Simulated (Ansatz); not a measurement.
A series of calculations on C2H9BOSi

### Relaxation

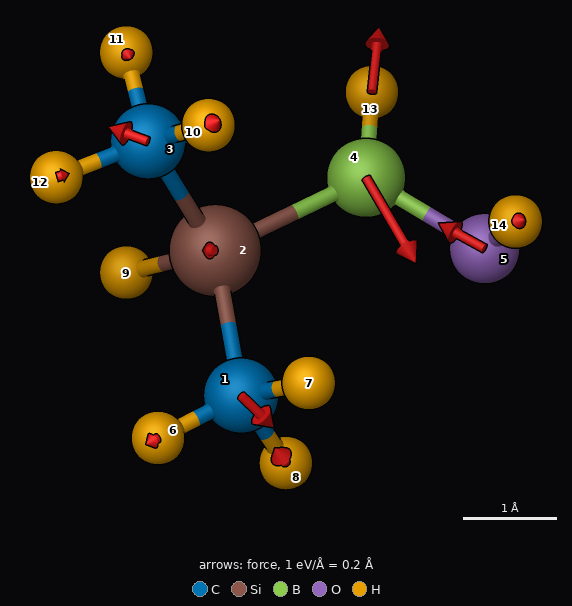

Starting geometry of C2H9BOSi with the computed forces as red arrows. A ball-and-stick model, seen from a free direction.

The run prepares an end point of a later path (torsion) calculation, from a guessed geometry.

Theory: RKS PBE-D4/6-31G* in Ansatz 0.2.0. Set-up: no spin polarisation; force threshold 0.015 eV/Å; at most 40 steps.

What follows when this structure is relaxed?

It isn't relaxed: the largest force vector, on B4, is 5.91 eV/Å. The final displacements have little in common with the starting forces (cosine between the two patterns 0.08). H14 moves most after the best rigid fit: 1.08 Å. By element the largest moves are H 1.08 Å, O 0.26 Å, B 0.20 Å, C 0.17 Å, Si 0.09 Å. Some distances before and after: B4–O5 1.521 → 1.369 Å, B4–H13 1.078 → 1.211 Å, C1–Si2 1.825 → 1.910 Å, Si2–B4 1.959 → 2.040 Å. Bond angles that change, for instance: Si2–B4–O5 116.4° → 121.8°, Si2–C1–H8 106.9° → 111.9°, B4–O5–H14 106.6° → 111.4°. Groups turn about B4–O5 by about 90°. After 16 accepted moves (17 points after the start) the energy has fallen by 153.8 kJ/mol. The largest force component goes from 5.9 to 0.011 eV/Å. The line search rejected the trial step at point 9 of the run. The forces were under the threshold at step 14, but the run went on from there. The run took 45 s on 2 threads of Arm Neoverse V1 (shared host), peak memory 0.15 GiB.

### Relaxation

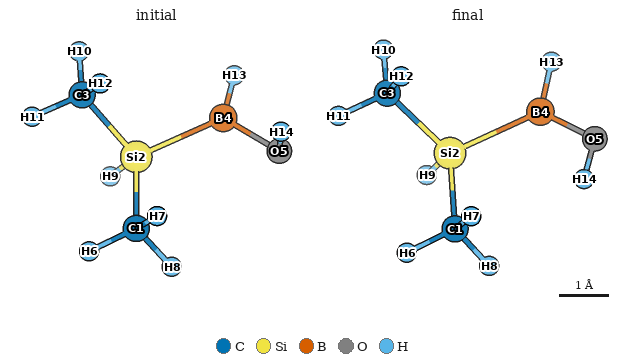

The structure of C2H9BOSi before (left) and after (right) a relaxation, at one scale.

A ball-and-stick model, seen at a tilt.

The run prepares an end point of a later path (torsion) calculation, from a guessed geometry.

Method: Ansatz 0.2.0, RKS PBE-D4/6-31G*.

Input file:
```yaml
crystal:
  periodic: [false, false, false]
  atoms:
    - { symbol: C, position_ang: [-1.4309, 0.0133, 0.9118] }
    - { symbol: Si, position_ang: [0.3282, 0.2563, 0.4928] }
    - { symbol: C, position_ang: [1.0914, -1.4224, 0.327] }
    - { symbol: B, position_ang: [0.5995, 1.2281, -1.1868] }
    - { symbol: O, position_ang: [-0.6558, 1.6523, -1.9329] }
    - { symbol: H, position_ang: [-1.5838, -0.4749, 1.8569] }
    - { symbol: H, position_ang: [-1.9523, -0.5105, 0.0944] }
    - { symbol: H, position_ang: [-1.9122, 1.0751, 0.9866] }
    - { symbol: H, position_ang: [0.9968, 1.0319, 1.6096] }
    - { symbol: H, position_ang: [2.13058, -1.36428, 0.09218] }
    - { symbol: H, position_ang: [0.93657, -1.99044, 1.28494] }
    - { symbol: H, position_ang: [0.53451, -2.01553, -0.45581] }
    - { symbol: H, position_ang: [1.5543, 1.4693, -1.626] }
    - { symbol: H, position_ang: [-0.9023, 0.9149, -2.4988] }
basis:
  gaussian: { orbitals: "6-31G*" }
hamiltonian:
  xc: pbe
  dispersion: d4
relax:
  f_tol: 0.015
  max_steps: 40
output:
  orbitals: {}
```

Launched with:
```bash
ansatz run input.yaml --threads 2 --pin off --max-ram 3072MiB --backend cpu --events-out ev --progress --plain --runs-dir out
```

### Summarise the run.

The energy falls by 36.6 kcal/mol in 16 accepted moves (17 points after the start). Largest force component: 5.9 eV/Å at the start, 0.014 eV/Å at the end. The line search rejected the trial step at point 11 of the run. The forces were under the threshold at step 12, but the run went on from there. The atom that moves furthest after the best rigid fit is H14 (1.08 Å). Largest moves by element: H 1.08 Å, O 0.27 Å, B 0.20 Å, C 0.16 Å, Si 0.10 Å. Near-neighbour distances that change, for instance: B4–O5 1.521 → 1.369 Å, B4–H13 1.078 → 1.211 Å, C1–Si2 1.825 → 1.910 Å, Si2–B4 1.959 → 2.041 Å. Bond angles that change, for instance: Si2–B4–O5 116.4° → 121.8°, Si2–C1–H8 106.9° → 111.9°, B4–O5–H14 106.6° → 111.4°. Groups turn about B4–O5 by about 90°.

### Path

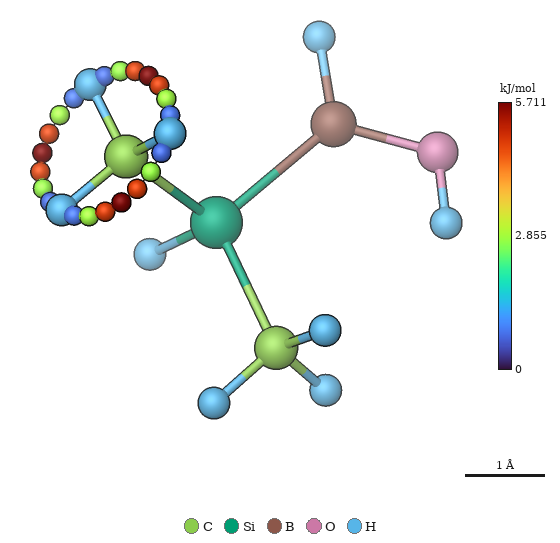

NEB run on C$_{2}$H$_{9}$BOSi. Images are numbered from 0 (start) to 8 (end). The start is drawn whole; smaller spheres mark the moving atoms (H) in the later images, joined by lines and coloured by the energy of the image relative to the start. The picture is a ball-and-stick view, seen from a free direction.

Computed with RKS PBE-D4/6-31G* in Ansatz 0.2.0. Settings: 7 movable images; climbing image; force threshold 0.03 eV/Å; iteration limit 60; starting path through a guess of the saddle point.

**Describe the path and its energy.**

The motion is a rotation about the C–Si bond by about 120°. No bond forms or breaks between the ends. The two ends have the same energy, and the highest point, image 4, lies 5.71 kJ/mol above the start. The band converged in 21 iterations. The largest component of the band force went from 28 to 0.01 eV/Å. The climbing image converged on the top of the path. Its vibrational analysis gives one imaginary mode (153i cm⁻¹), as a transition state must have.

The run took 5.4 min on 2 threads of Arm Neoverse V1 (shared host), peak memory 0.14 GiB.
